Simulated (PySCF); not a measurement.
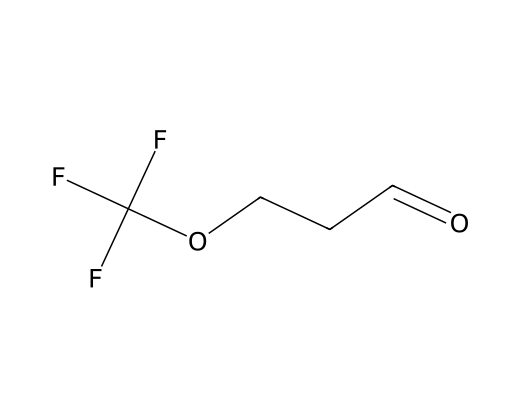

Skeletal drawing of a molecule.

Question: Transcribe the drawing into SMILES.

Answer: O=CCCOC(F)(F)F

Question: What is the molecular formula?

Answer: C4H5F3O2.

Question: An optimisation with GFN2-xTB gave a structure of which point group?

Answer: Cs. Other conformers may differ.

More results for the same structure follow; atom numbers are the same in all pictures, views and colours differ. Computed geometry: GFN2-xTB optimisation. No frequency run is at hand to confirm it as a minimum.

Shape

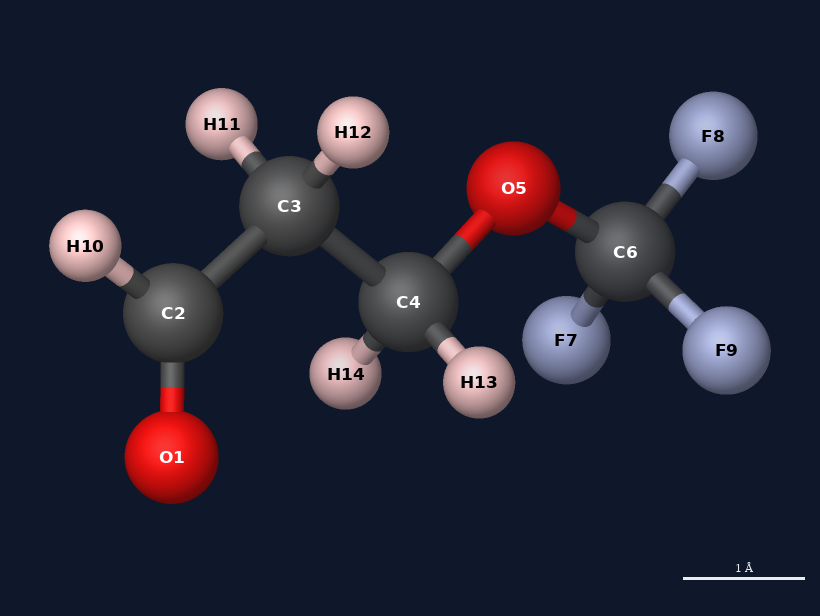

No frequency run is at hand to confirm it as a minimum.

Question: What is the geometry at C2?

Answer: C2 has 3 neighbours (O1 at 1.20, C3 at 1.50, H10 at 1.11 Å); the arrangement is trigonal planar.

Question: How are the neighbours of atom 4 arranged?

Answer: C4 has 4 neighbours (C3 at 1.52, O5 at 1.44, H13 at 1.09, H14 at 1.09 Å); the arrangement is tetrahedral.

Question: Describe the coordination of atom 5.

Answer: O5 has 2 neighbours (C4 at 1.44, C6 at 1.32 Å); the arrangement is bent.

Question: Describe the coordination of atom 3.

Answer: C3 has 4 neighbours (C2 at 1.50, C4 at 1.52, H11 at 1.09, H12 at 1.09 Å); the arrangement is tetrahedral.

Question: What is the dihedral angle C4–O5–C6–F8?

Answer: 180° in size, that is anti.

Excitation

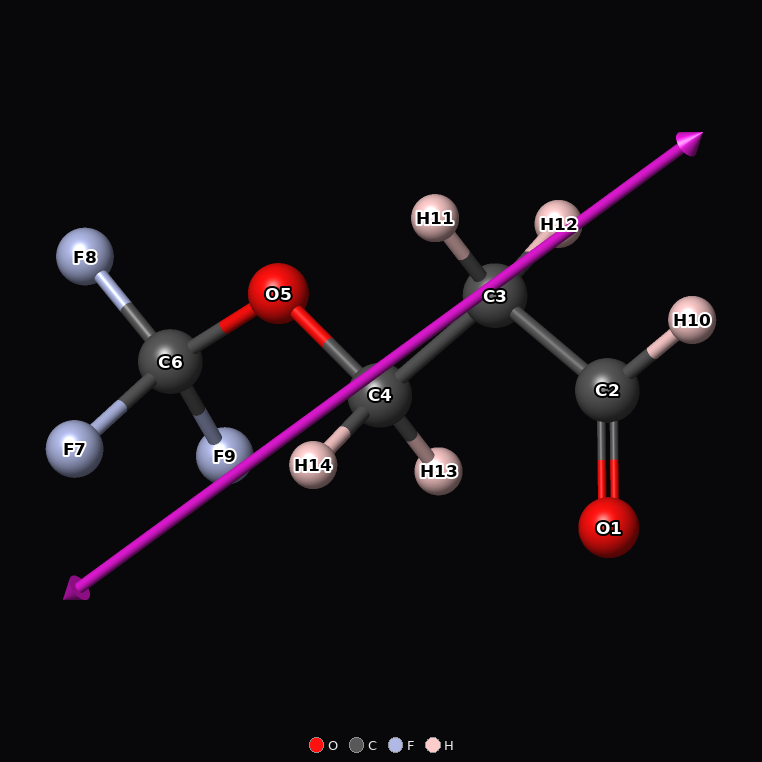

The double arrow shows the direction of the transition dipole to excited singlet state 4 (its length means nothing). No frequency run is at hand to confirm it as a minimum. Level of theory: TDDFT PBE0/def2-SVPD, vertical, gas phase, core orbitals frozen in the response (PySCF 2.14.0).

Question: How is the transition polarised?

Answer: Nearly parallel to the O5–C6 bond.

Question: Where does the transition lie, and how strong is it?

Answer: 7.99 eV (155 nm), oscillator strength 0.062, mainly HOMO → LUMO+2 (weight 0.90); transition dipole 1.43 D.

NMR shielding

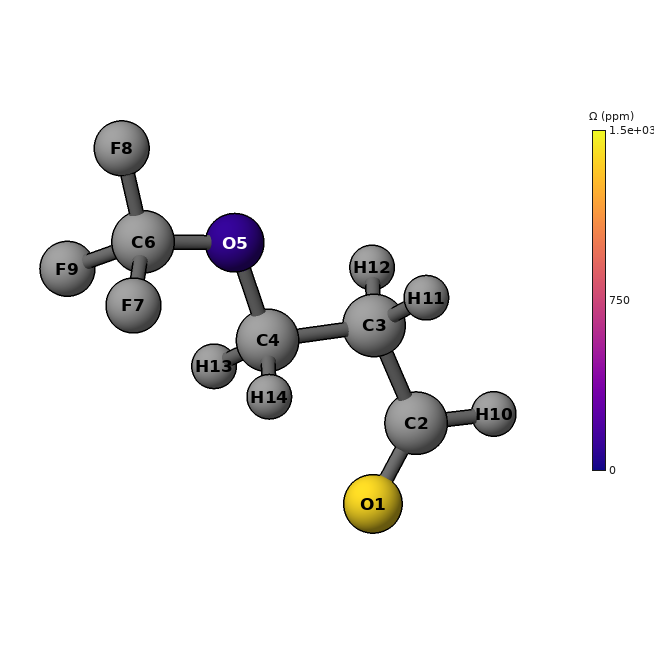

The O atoms are coloured by the span of their shielding tensor. No frequency run is at hand to confirm it as a minimum. Level of theory: GIAO PBE0/pcSseg-1 NMR shielding, non-relativistic, gas phase (PySCF 2.14.0). Principal shieldings σ11 ≤ σ22 ≤ σ33, span Ω = σ33 − σ11, skew κ = 3(σiso − σ22)/Ω.

Question: Which O atom has the most anisotropic shielding?

Answer: O1, with a span of 1389 ppm.

Give the shielding tensors of the O atoms.

| atom | σ11 | σ22 | σ33 | σiso | Ω | κ |
| --- | --- | --- | --- | --- | --- | --- |
| O1 | −1006.4 | −456.1 | 382.1 | −360.1 | 1388.5 | 0.21 |
| O5 | 186.6 | 207.7 | 296.0 | 230.1 | 109.4 | 0.62 |

Shieldings and span in ppm.

Charges

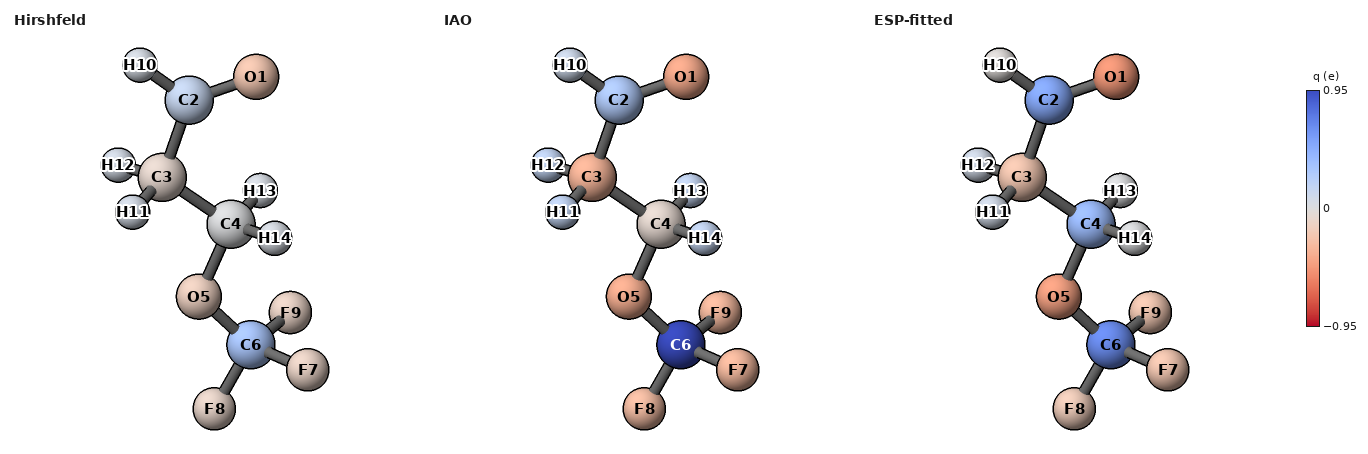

Atomic charges of one calculation by 3 schemes, on one colour scale. No frequency run is at hand to confirm it as a minimum. Level of theory: PBE0/pcSseg-1 (PySCF 2.14.0).

Question: Which scheme gives the most polar picture (largest mean size of the charges)?

Answer: The IAO charges are the largest in size here, and the Hirshfeld charges the smallest.

Question: On which atom do the schemes disagree most?

Answer: On C6 (from 0.31 to 0.95 e).

List the charges (e), one line for each set of equivalent atoms.

| atom | Hirshfeld | IAO | ESP-fitted |
| --- | --- | --- | --- |
| O1 | −0.21 | −0.38 | −0.47 |
| C2 | 0.15 | 0.27 | 0.50 |
| C3 | −0.07 | −0.32 | −0.21 |
| C4 | 0.01 | −0.06 | 0.38 |
| O5 | −0.14 | −0.36 | −0.42 |
| C6 | 0.31 | 0.95 | 0.65 |
| F7, F9 | −0.11 | −0.30 | −0.21 |
| F8 | −0.09 | −0.27 | −0.17 |
| H10 | 0.05 | 0.10 | −0.02 |
| H11, H12 | 0.06 | 0.17 | 0.08 |
| H13, H14 | 0.04 | 0.16 | 0.01 |

Quadrupole coupling

No frequency run is at hand to confirm it as a minimum. Electric field gradients from the ground-state density, PBE0/pcSseg-1 (PySCF 2.14.0), non-relativistic apart from any core potentials.

Give the largest field-gradient component, the quadrupole coupling constant and the asymmetry for 17O at O1 (Q = −25.6 mb), 17O at O5 (Q = −25.6 mb), 2H at H10 (Q = 2.86 mb), 2H at H11 (Q = 2.86 mb).

| atom | V_zz (a.u.) | e²qQ/h (MHz) | η |
| --- | --- | --- | --- |
| O1 | −2.039 | 12.27 | 0.60 |
| O5 | 1.912 | −11.50 | 0.89 |
| H10 | 0.270 | 0.182 | 0.01 |
| H11 | 0.300 | 0.202 | 0.04 |
